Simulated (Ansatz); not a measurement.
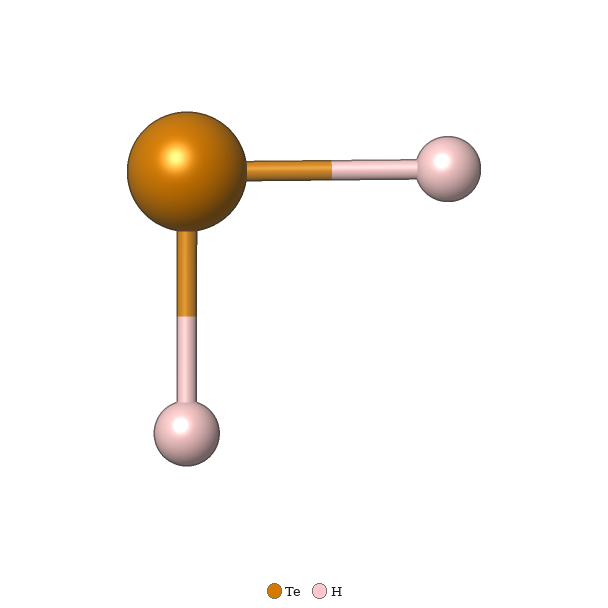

All atoms lie in one plane, which faces the viewer. The geometry was computed by an optimisation with PBE0-D4/def2-TZVP. No frequency run is at hand to confirm it as a minimum.

List the symmetry elements and name the point group.

It has 1 C2 axis and 2 mirror planes, so the point group is C2v. The group has 4 operations. The geometry is achiral, and symmetry allows a dipole moment.
